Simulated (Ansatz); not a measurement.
# CH3BFNS: single points with varied inputs

How do the results and run time of CH3BFNS respond when the settings are drawn wide?

Program: Ansatz 0.2.0, Gaussian basis. Level of theory: the settings change from run to run. These are calculated values, not measurements.

## (1) The molecule

The structure was relaxed beforehand with PBE0-D4 in a triple-zeta def2 set.

SMILES `B/N=C(/F)S`, 8 atoms, charge 0, spin multiplicity 1.

Atoms are counted from 1 here; the program's logs count them from 0.

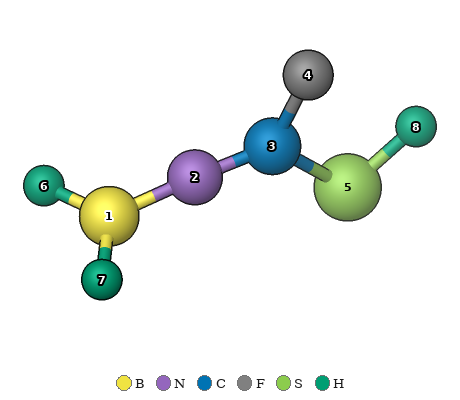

The geometry (boron yellow, nitrogen purple, carbon blue, fluorine grey, sulfur green, hydrogen teal); atoms are numbered from 1 in the order of the file.

## (2) BHLYP/def2-mTZVP

Set apart from the defaults: D3(BJ) with three-body dispersion.

in.yaml

```yaml
crystal:
  periodic: [false, false, false]
  atoms:
    - {symbol: B, position_ang: [-0.068892, 1.790809, 0.172827]}
    - {symbol: N, position_ang: [-0.014641, 0.455504, -0.115695]}
    - {symbol: C, position_ang: [0.037744, -0.753808, -0.294086]}
    - {symbol: F, position_ang: [0.021161, -1.289371, -1.524208]}
    - {symbol: S, position_ang: [0.140314, -1.959781, 0.974353]}
    - {symbol: H, position_ang: [-1.137215, 2.306998, 0.328692]}
    - {symbol: H, position_ang: [0.953232, 2.407371, 0.256820]}
    - {symbol: H, position_ang: [0.160495, -3.014822, 0.145296]}
basis:
  gaussian: {orbitals: def2-mTZVP}
hamiltonian: {xc: {name: BHLYP}, dispersion: d3bjatm}
```

Started as:

```bash
$ ansatz run in.yaml --threads 2 --pin off --events-out ev --progress --plain --max-ram 4352MiB
```

The program printed:

```text
Functional definition: BHLYP
  name "BHLYP"
  cite "Becke, J. Chem. Phys. 98, 1372 (1993) doi:10.1063/1.464304"
  cite "Becke, Phys. Rev. A 38, 3098 (1988) doi:10.1103/PhysRevA.38.3098"
  cite "Lee, Yang & Parr, Phys. Rev. B 37, 785 (1988) doi:10.1103/PhysRevB.37.785"
  parameter a = 0.5
  exchange = (1 - a)*b88_x + a*exact_x
  correlation = lyp_c
1136 factors; their error is unknown
mean field evaluation 1: about -16798.1384 eV, gradient 5.1e1 eV
mean field evaluation 2: about -16794.5695 eV, gradient 6.6e1 eV
mean field evaluation 4: about -16803.3096 eV, gradient 3.7e0 eV
mean field evaluation 8: about -16803.3330 eV, gradient 9.8e-2 eV
mean field evaluation 16: about -16803.5050 eV, gradient 2.2e-5 eV
mean field -16803.50504258 eV, -617.5174204901 hartree, gradient 2.2e-5 eV, S^2 0.000000; 0 other end points of the search recorded, 0 dependent functions left out
reference -16803.50521514 eV, -617.5174268313 hartree; 23, 23 occupied and 84, 84 virtual orbitals, 1136 factors
Total energy: -16803.72063399 eV, -617.5253433283 hartree
```

It took 1.3 s on 2 threads of Arm Neoverse V2, shared host.

## (3) B97/aug-cc-pVDZ

This run has atoms shaken by 0.08 Å, the search for lower states set to full.

in.yaml

```yaml
crystal:
  periodic: [false, false, false]
  atoms:
    - {symbol: B, position_ang: [-0.111541, 1.652657, 0.278035]}
    - {symbol: N, position_ang: [-0.077310, 0.348249, -0.028156]}
    - {symbol: C, position_ang: [-0.043542, -0.886310, -0.176647]}
    - {symbol: F, position_ang: [0.055235, -1.200239, -1.398033]}
    - {symbol: S, position_ang: [-0.006150, -1.915144, 0.851872]}
    - {symbol: H, position_ang: [-1.119374, 2.307132, 0.292536]}
    - {symbol: H, position_ang: [0.879598, 2.429341, 0.219650]}
    - {symbol: H, position_ang: [0.022444, -2.963960, 0.223761]}
basis:
  gaussian: {orbitals: aug-cc-pVDZ}
hamiltonian: {xc: {name: B97}}
scf: {lower_state_search: full}
output: {forces: true}
```

Launched as before.

The program printed (excerpt; [...] marks lines left out):

```text
Functional definition: B97
  name "B97"
  cite "Becke, J. Chem. Phys. 107, 8554 (1997) doi:10.1063/1.475007"
[...]
      + integral(e_c_pw_opposite_spin*poly(b97_u_opposite, cos0, cos1, cos2))
1438 factors; integrals over basis functions are off by at most 7.9e-4 eV
[...]
mean field -16798.93556558 eV, -617.3494953076 hartree, gradient 4.6e-5 eV, S^2 0.000000; 0 other end points of the search recorded, 0 dependent functions left out
[...]
reference -16798.93561784 eV, -617.3494972280 hartree; 23, 23 occupied and 123, 123 virtual orbitals, 1438 factors
Total energy: -16798.93561784 eV, -617.3494972280 hartree
Atom 0 at    -0.111541     1.652657     0.278035 Å, force     0.636041     2.513416    -0.732185 eV/Å
Atom 1 at    -0.077310     0.348249    -0.028156 Å, force    -0.155952     0.905283     1.665065 eV/Å
Atom 2 at    -0.043542    -0.886310    -0.176647 Å, force    -0.144027    11.904668    -7.861006 eV/Å
Atom 3 at     0.055235    -1.200239    -1.398033 Å, force     0.200058    -2.769509    -5.658591 eV/Å
Atom 4 at    -0.006150    -1.915144     0.851872 Å, force     0.135316    -7.214993    14.689888 eV/Å
Atom 5 at    -1.119374     2.307132     0.292536 Å, force    -0.480011    -0.297234     0.301904 eV/Å
Atom 6 at     0.879598     2.429341     0.219650 Å, force    -0.320041    -1.030369     0.419891 eV/Å
Atom 7 at     0.022444    -2.963960     0.223761 Å, force     0.128616    -4.011262    -2.824967 eV/Å
Dipole moment:     0.003779    -0.755932     0.115214 e Å
```

It took 7.5 s on 2 threads of Arm Neoverse V2, shared host; peak memory 0.41 GiB.

Largest force 16.367 eV/Å, dipole 3.67 D.

## (4) B97/6-31++G**

This run has finite nuclei.

in.yaml

```yaml
crystal:
  periodic: [false, false, false]
  atoms:
    - {symbol: B, position_ang: [-0.068892, 1.790809, 0.172827]}
    - {symbol: N, position_ang: [-0.014641, 0.455504, -0.115695]}
    - {symbol: C, position_ang: [0.037744, -0.753808, -0.294086]}
    - {symbol: F, position_ang: [0.021161, -1.289371, -1.524208]}
    - {symbol: S, position_ang: [0.140314, -1.959781, 0.974353]}
    - {symbol: H, position_ang: [-1.137215, 2.306998, 0.328692]}
    - {symbol: H, position_ang: [0.953232, 2.407371, 0.256820]}
    - {symbol: H, position_ang: [0.160495, -3.014822, 0.145296]}
basis:
  gaussian: {orbitals: "6-31++G**", nuclear_model: gaussian}
hamiltonian: {xc: {name: B97}}
```

Same command.

The program printed (excerpt; [...] marks lines left out):

```text
Functional definition: B97
  name "B97"
  cite "Becke, J. Chem. Phys. 107, 8554 (1997) doi:10.1063/1.475007"
[...]
      + integral(e_c_pw_opposite_spin*poly(b97_u_opposite, cos0, cos1, cos2))
1165 factors; their error is unknown
[...]
mean field -16800.81634464 eV, -617.4186126633 hartree, gradient 6.7e-5 eV, S^2 0.000000; 0 other end points of the search recorded, 0 dependent functions left out
reference -16800.81639725 eV, -617.4186145964 hartree; 23, 23 occupied and 94, 94 virtual orbitals, 1165 factors
Total energy: -16800.81639725 eV, -617.4186145964 hartree
```

It took 3.6 s on 2 threads of Arm Neoverse V2, shared host; peak memory 0.25 GiB.

## (5) PBEsol/aug-cc-pVTZ

Set apart from the defaults: D4 dispersion, relativity set to none, high accuracy.

Edit in.yaml of step 4 so:

```diff
@@ -12,3 +12,5 @@
 basis:
-  gaussian: {orbitals: "6-31++G**", nuclear_model: gaussian}
-hamiltonian: {xc: {name: B97}}
+  gaussian: {orbitals: aug-cc-pVTZ}
+hamiltonian: {xc: {name: PBEsol}, dispersion: d4, pseudopotentials: {relativity: none}}
+accuracy: high
+output: {forces: true}
```

Launched as before.

The program printed (excerpt; [...] marks lines left out):

```text
Functional definition: PBEsol
  name "PBEsol"
  cite "Perdew et al., Phys. Rev. Lett. 100, 136406 (2008) doi:10.1103/PhysRevLett.100.136406"
  cite "Perdew, Burke & Ernzerhof, Phys. Rev. Lett. 77, 3865 (1996) doi:10.1103/PhysRevLett.77.3865"
  parent pbesol
[...]
4608 factors; integrals over basis functions are off by at most 3.5e-9 eV
[...]
mean field -16757.02006747 eV, -615.8091291635 hartree, gradient 6.2e-8 eV, S^2 0.000000; 0 other end points of the search recorded, 0 dependent functions left out
[...]
reference -16757.02007460 eV, -615.8091294254 hartree; 23, 23 occupied and 280, 280 virtual orbitals, 4608 factors
Total energy: -16757.07235604 eV, -615.8110507330 hartree
Atom 0 at    -0.068892     1.790809     0.172827 Å, force     0.003455    -0.115376    -0.026235 eV/Å
Atom 1 at    -0.014641     0.455504    -0.115695 Å, force    -0.037990     0.912539     0.167555 eV/Å
Atom 2 at     0.037744    -0.753808    -0.294086 Å, force     0.034427    -0.626721     0.116808 eV/Å
Atom 3 at     0.021161    -1.289371    -1.524208 Å, force    -0.006341    -0.230954    -0.498446 eV/Å
Atom 4 at     0.140314    -1.959781     0.974353 Å, force     0.009234     0.151915     0.469303 eV/Å
Atom 5 at    -1.137215     2.306998     0.328692 Å, force    -0.210024     0.097971     0.027771 eV/Å
Atom 6 at     0.953232     2.407371     0.256820 Å, force     0.202081     0.118404     0.013711 eV/Å
Atom 7 at     0.160495    -3.014822     0.145296 Å, force     0.005158    -0.307778    -0.270468 eV/Å
Dipole moment:     0.020147    -0.376137     0.064045 e Å
```

Wall time 38 s (2 threads of Arm Neoverse V2, shared host); peak memory 2.6 GiB.

Largest force 0.929 eV/Å, dipole 1.84 D.

## (6) LC-wPBE/def2-mTZVPP

Edit in.yaml of step 5 so:

```diff
@@ -12,5 +12,4 @@
 basis:
-  gaussian: {orbitals: aug-cc-pVTZ}
-hamiltonian: {xc: {name: PBEsol}, dispersion: d4, pseudopotentials: {relativity: none}}
-accuracy: high
+  gaussian: {orbitals: def2-mTZVPP}
+hamiltonian: {xc: {name: LC-wPBE}}
 output: {forces: true}
```

Same command.

The program printed (excerpt; [...] marks lines left out):

```text
Functional definition: LC-wPBE
  name "LC-wPBE"
  cite "Vydrov & Scuseria, J. Chem. Phys. 125, 234109 (2006) doi:10.1063/1.2409292"
  cite "Heyd & Scuseria, J. Chem. Phys. 120, 7274 (2004) doi:10.1063/1.1668634"
  cite "Ernzerhof & Perdew, J. Chem. Phys. 109, 3313 (1998) doi:10.1063/1.476928"
  cite "Perdew, Burke & Ernzerhof, Phys. Rev. Lett. 77, 3865 (1996) doi:10.1103/PhysRevLett.77.3865"
  parent pbe
[...]
1086 factors; their error is unknown
389 factors; integrals over basis functions are off by at most 2.2e-5 eV
[...]
mean field -16799.62823764 eV, -617.3749505363 hartree, gradient 1.8e-5 eV, S^2 0.000000; 0 other end points of the search recorded, 0 dependent functions left out
[...]
reference -16799.62823765 eV, -617.3749505366 hartree; 23, 23 occupied and 105, 105 virtual orbitals, 1086 factors
Total energy: -16799.62823765 eV, -617.3749505366 hartree
Atom 0 at    -0.068892     1.790809     0.172827 Å, force    -0.011634     0.255774     0.054284 eV/Å
Atom 1 at    -0.014641     0.455504    -0.115695 Å, force     0.018632    -0.457568    -0.112348 eV/Å
Atom 2 at     0.037744    -0.753808    -0.294086 Å, force    -0.019575     0.478662     0.097932 eV/Å
Atom 3 at     0.021161    -1.289371    -1.524208 Å, force    -0.001631    -0.050453    -0.109116 eV/Å
Atom 4 at     0.140314    -1.959781     0.974353 Å, force     0.009625    -0.179693     0.043934 eV/Å
Atom 5 at    -1.137215     2.306998     0.328692 Å, force     0.064337    -0.047444    -0.012724 eV/Å
Atom 6 at     0.953232     2.407371     0.256820 Å, force    -0.059211    -0.052689    -0.008473 eV/Å
Atom 7 at     0.160495    -3.014822     0.145296 Å, force    -0.000542     0.053411     0.046511 eV/Å
Dipole moment:     0.019840    -0.370740     0.063793 e Å
```

It took 2 s on 2 threads of Arm Neoverse V2, shared host.

Largest force 0.489 eV/Å, dipole 1.81 D.

## (7) B3LYP/def2-TZVP

Options: a grid of angular degree 23, D3(BJ) dispersion.

Edit in.yaml of step 6 so:

```diff
@@ -12,4 +12,4 @@
 basis:
-  gaussian: {orbitals: def2-mTZVPP}
-hamiltonian: {xc: {name: LC-wPBE}}
+  gaussian: {orbitals: def2-TZVP, final_grid: {core_spheres: 8, valence_spheres: 7, degree: 23}}
+hamiltonian: {xc: {name: B3LYP}, dispersion: d3bj}
 output: {forces: true}
```

Launched as before.

The program printed (excerpt; [...] marks lines left out):

```text
Functional definition: B3LYP
  name "B3LYP"
  cite "Stephens, Devlin, Chabalowski & Frisch, J. Phys. Chem. 98, 11623 (1994) doi:10.1021/j100096a001"
  cite "Becke, Phys. Rev. A 38, 3098 (1988) doi:10.1103/PhysRevA.38.3098"
  cite "Lee, Yang & Parr, Phys. Rev. B 37, 785 (1988) doi:10.1103/PhysRevB.37.785"
  cite "Vosko, Wilk & Nusair, Can. J. Phys. 58, 1200 (1980) doi:10.1139/p80-159"
[...]
1063 factors; their error is unknown
[...]
mean field -16807.84260127 eV, -617.6768228319 hartree, gradient 4.8e-5 eV, S^2 0.000000; 0 other end points of the search recorded, 0 dependent functions left out
[...]
reference -16807.84286911 eV, -617.6768326747 hartree; 23, 23 occupied and 156, 156 virtual orbitals, 1063 factors
Total energy: -16808.11668633 eV, -617.6868952718 hartree
Atom 0 at    -0.068892     1.790809     0.172827 Å, force    -0.006818     0.137188     0.027029 eV/Å
Atom 1 at    -0.014641     0.455504    -0.115695 Å, force    -0.004896     0.107166    -0.002934 eV/Å
Atom 2 at     0.037744    -0.753808    -0.294086 Å, force    -0.001911     0.214739     0.241417 eV/Å
Atom 3 at     0.021161    -1.289371    -1.524208 Å, force    -0.007296    -0.182440    -0.458219 eV/Å
Atom 4 at     0.140314    -1.959781     0.974353 Å, force     0.014991    -0.181827     0.189973 eV/Å
Atom 5 at    -1.137215     2.306998     0.328692 Å, force     0.088526    -0.025653    -0.007559 eV/Å
Atom 6 at     0.953232     2.407371     0.256820 Å, force    -0.085003    -0.033319    -0.001522 eV/Å
Atom 7 at     0.160495    -3.014822     0.145296 Å, force     0.002406    -0.035855     0.011814 eV/Å
Dipole moment:     0.021368    -0.389227     0.081159 e Å
```

It took 2.3 s on 2 threads of Arm Neoverse V2, shared host; peak memory 0.37 GiB.

Largest force 0.493 eV/Å, dipole 1.91 D.

## (8) B2GP-PLYP/def2-SVPD

This run has a point charge of -1.00 e beside it.

Edit in.yaml of step 7 so:

```diff
@@ -12,4 +12,3 @@
 basis:
-  gaussian: {orbitals: def2-TZVP, final_grid: {core_spheres: 8, valence_spheres: 7, degree: 23}}
-hamiltonian: {xc: {name: B3LYP}, dispersion: d3bj}
-output: {forces: true}
+  gaussian: {orbitals: def2-SVPD, point_charges: [{charge: -1.00, position_ang: [4.653, 0.405, -0.313]}]}
+hamiltonian: {xc: {name: B2GP-PLYP}}
```

Same command.

The program printed (excerpt; [...] marks lines left out):

```text
Functional definition: B2GP-PLYP
  name "B2GP-PLYP"
  cite "Karton, Tarnopolsky, Lamère, Schatz & Martin, J. Phys. Chem. A 112, 12868 (2008) doi:10.1021/jp801805p"
  cite "Becke, Phys. Rev. A 38, 3098 (1988) doi:10.1103/PhysRevA.38.3098"
  cite "Lee, Yang & Parr, Phys. Rev. B 37, 785 (1988) doi:10.1103/PhysRevB.37.785"
[...]
1302 factors; integrals over basis functions are off by at most 9.0e-4 eV
[...]
mean field -16777.00383931 eV, -616.5435192331 hartree, gradient 5.6e-6 eV, S^2 0.000000; 0 other end points of the search recorded, 0 dependent functions left out
9 core orbitals not correlated: weight in the atoms' cores, before any rotation towards them, 1.000 or more for the frozen orbitals, at most 0.000 for the correlated occupied ones
reference -16777.00397497 eV, -616.5435242185 hartree; 14, 14 occupied and 111, 111 virtual orbitals, 1302 factors
second order -22.88393472 eV of doubles, -0.00000000 eV of singles
Total energy: -16785.24219147 eV, -616.8462730908 hartree
```

Wall time 3.7 s (2 threads of Arm Neoverse V2, shared host); peak memory 0.31 GiB.

## (9) HSE06/6-31G*

Edit in.yaml of step 8 so:

```diff
@@ -12,3 +12,3 @@
 basis:
-  gaussian: {orbitals: def2-SVPD, point_charges: [{charge: -1.00, position_ang: [4.653, 0.405, -0.313]}]}
-hamiltonian: {xc: {name: B2GP-PLYP}}
+  gaussian: {orbitals: "6-31G*"}
+hamiltonian: {xc: {name: HSE06}}
```

Launched as before.

The program printed (excerpt; [...] marks lines left out):

```text
Functional definition: HSE06
  name "HSE06"
  cite "Heyd, Scuseria & Ernzerhof, J. Chem. Phys. 118, 8207 (2003) doi:10.1063/1.1564060"
  cite "Krukau, Vydrov, Izmaylov & Scuseria, J. Chem. Phys. 125, 224106 (2006) doi:10.1063/1.2404663"
  cite "Heyd & Scuseria, J. Chem. Phys. 120, 7274 (2004) doi:10.1063/1.1668634"
  cite "Ernzerhof & Perdew, J. Chem. Phys. 109, 3313 (1998) doi:10.1063/1.476928"
  cite "Perdew, Burke & Ernzerhof, Phys. Rev. Lett. 77, 3865 (1996) doi:10.1103/PhysRevLett.77.3865"
  parent pbe
[...]
  # The whole range is PBE's own exchange, as in plane waves. The composition of these papers is wPBEh.
[...]
810 factors; integrals over basis functions are off by at most 1.2e-3 eV
86 factors; integrals over basis functions are off by at most 3.3e-7 eV
[...]
mean field -16792.86959290 eV, -617.1265749233 hartree, gradient 2.9e-5 eV, S^2 0.000000; 0 other end points of the search recorded, 0 dependent functions left out
reference -16792.86962137 eV, -617.1265759695 hartree; 23, 23 occupied and 62, 62 virtual orbitals, 810 factors
Total energy: -16792.86962137 eV, -617.1265759695 hartree
```

Run time: 1.2 s. Hardware: 2 threads of Arm Neoverse V2, shared host.

## (10) B3LYP5/def2-SVP

Options: multiplicity 3, restricted open-shell orbitals.

Edit in.yaml of step 9 so:

```diff
@@ -12,3 +12,5 @@
 basis:
-  gaussian: {orbitals: "6-31G*"}
-hamiltonian: {xc: {name: HSE06}}
+  gaussian: {orbitals: def2-SVP}
+magnetization: {spin_polarized: false, initial_magnetization: 2}
+hamiltonian: {xc: {name: B3LYP5}}
+output: {forces: true}
```

Launched as before.

The program printed (excerpt; [...] marks lines left out):

```text
Functional definition: B3LYP5
  name "B3LYP5"
  cite "Stephens, Devlin, Chabalowski & Frisch, J. Phys. Chem. 98, 11623 (1994) doi:10.1021/j100096a001"
  cite "Becke, Phys. Rev. A 38, 3098 (1988) doi:10.1103/PhysRevA.38.3098"
  cite "Lee, Yang & Parr, Phys. Rev. B 37, 785 (1988) doi:10.1103/PhysRevB.37.785"
  cite "Vosko, Wilk & Nusair, Can. J. Phys. 58, 1200 (1980) doi:10.1139/p80-159"
[...]
876 factors; integrals over basis functions are off by at most 1.2e-3 eV
[...]
mean field -16787.36728012 eV, -616.9243686584 hartree, gradient 1.3e-5 eV, S^2 2.000000; 7 other end points of the search recorded, 0 dependent functions left out
[...]
reference -16787.36750906 eV, -616.9243770714 hartree; 24, 22 occupied and 65, 67 virtual orbitals, 876 factors
Total energy: -16787.36750906 eV, -616.9243770714 hartree
Atom 0 at    -0.068892     1.790809     0.172827 Å, force     0.092299    -2.325771    -0.544884 eV/Å
Atom 1 at    -0.014641     0.455504    -0.115695 Å, force    -0.514458    12.183866     2.170775 eV/Å
Atom 2 at     0.037744    -0.753808    -0.294086 Å, force     0.494865   -10.786557    -0.701083 eV/Å
Atom 3 at     0.021161    -1.289371    -1.524208 Å, force    -0.031475    -0.363937    -1.443019 eV/Å
Atom 4 at     0.140314    -1.959781     0.974353 Å, force    -0.001896     0.421825     0.447105 eV/Å
Atom 5 at    -1.137215     2.306998     0.328692 Å, force    -0.511317     0.546195     0.137550 eV/Å
Atom 6 at     0.953232     2.407371     0.256820 Å, force     0.466234     0.593584     0.106172 eV/Å
Atom 7 at     0.160495    -3.014822     0.145296 Å, force     0.005748    -0.269205    -0.172617 eV/Å
Dipole moment:     0.025302    -0.376349     0.210405 e Å
```

It took 7 s on 2 threads of Arm Neoverse V2, shared host.

Largest force 12.386 eV/Å, dipole 2.07 D.

## (11) The runs in one table

```csv
level,charge,multiplicity,geometry,functions,energy (eV),time
BHLYP/def2-mTZVP,0,1,relaxed,107,-16803.721,1.3 s
B97/aug-cc-pVDZ,0,1,shaken,146,-16798.936,7.5 s
B97/6-31++G**,0,1,relaxed,117,-16800.816,3.6 s
PBEsol/aug-cc-pVTZ,0,1,relaxed,303,-16757.072,38 s
LC-wPBE/def2-mTZVPP,0,1,relaxed,128,-16799.628,2 s
B3LYP/def2-TZVP,0,1,relaxed,179,-16808.117,2.3 s
B2GP-PLYP/def2-SVPD,0,1,"relaxed, point charge",134,-16785.242,3.7 s
HSE06/6-31G*,0,1,relaxed,85,-16792.870,1.2 s
B3LYP5/def2-SVP,0,3,relaxed,89,-16787.368,7 s
```

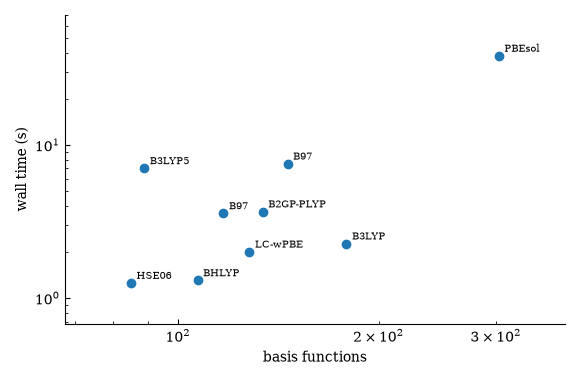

Wall time against the number of basis functions (shared host).

## (12) Results

```
                                         quantity                     value
                                             runs                         9
                                         quickest       HSE06/6-31G*, 1.2 s
                                          slowest  PBEsol/aug-cc-pVTZ, 38 s
spread of total energies, same state and geometry                   51.0 eV
                  dipole, same state and geometry            1.81 to 1.91 D
```

**Reading.** Run time spans a factor of 30, from HSE06/6-31G* to PBEsol/aug-cc-pVTZ. The jobs differ in tasks and options as well as level. The totals spread over 51 eV; they can't be compared across methods or bases. At the PBE0-D4/def2-TZVP geometry and in the same state, runs without warnings or point charges leave forces up to 0.93 eV/Å (PBEsol/aug-cc-pVTZ), against 16.4 eV/Å where the atoms were moved. At that geometry and state the dipole changes by 6 % between the lowest and highest value.
